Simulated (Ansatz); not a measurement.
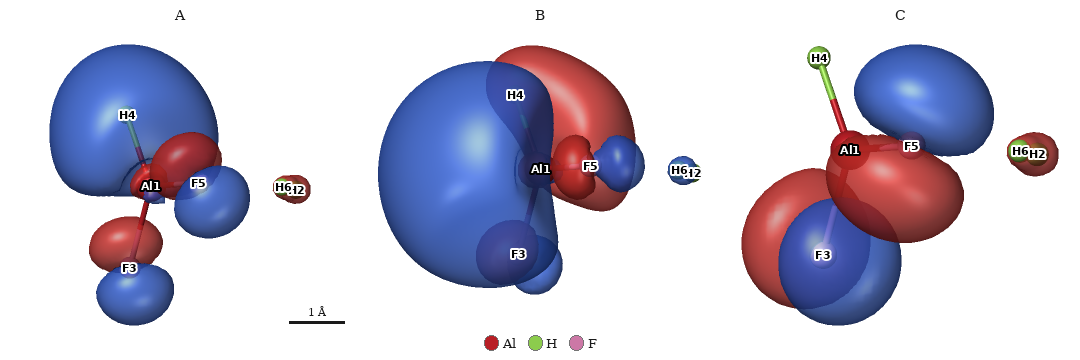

Figure 1: AlF2H···H2. Three frontier orbitals at ±0.08 Å⁻³ᐟ² (red and blue are the two phases), in no order.

Not at a stationary point (largest force 1.5 eV/Å).

Computed with Ansatz 0.2.0, RKS PBE0-D4/6-31G*.

Input

```
crystal:
  periodic: [false, false, false]
  atoms:
    - { symbol: Al, position_ang: [0.0, 0.0, 0.0] }
    - { symbol: H, position_ang: [0.0, 0.0, 1.91] }
    - { symbol: F, position_ang: [1.4635, 0.0, -0.845] }
    - { symbol: H, position_ang: [-1.351, 0.0, -0.78] }
    - { symbol: F, position_ang: [0.0832, -1.8866, 0.6275] }
    - { symbol: H, position_ang: [0.0446, -1.0119, 1.7645] }
basis:
  gaussian: { orbitals: "6-31G*" }
hamiltonian:
  xc: pbe0
  dispersion: d4
relax:
  f_tol: 0.15
  max_steps: 25
  restrain:
    - { distance: [0, 4], at: 1.69, k: 30.0 }
    - { distance: [5, 1], at: 0.66, k: 30.0 }
    - { distance: [0, 1], at: 2.76, k: 30.0 }
    - { distance: [5, 4], at: 2.12, k: 30.0 }
output:
  orbitals: {}
```

Run with:

```sh
ansatz run input.yaml --threads 1 --pin off --max-ram 2048MiB --backend cpu --events-out ev --progress --plain --runs-dir out
```

The fields are those of the run's last geometry, not of the input's.

### Which picture is the HOMO−1, the HOMO and the LUMO?

C is the HOMO−1 (−11.00 eV). By Hirshfeld shares it lies mainly on F5 (about 55 %) and F3 (about 35 %); largely a combination of lone pairs on F5 and F3. A is the HOMO (−9.90 eV). By Hirshfeld shares it lies mainly on H4 (about 45 %), Al1 (about 30 %), F5 (about 10 %) and F3 (about 10 %). B is the LUMO (−0.55 eV). It lies mainly on Al1 (about 75 %), H4 (about 10 %), F3 (about 5 %) and F5 (about 5 %).

### What is the HOMO–LUMO gap?

9.35 eV between the orbital energies.
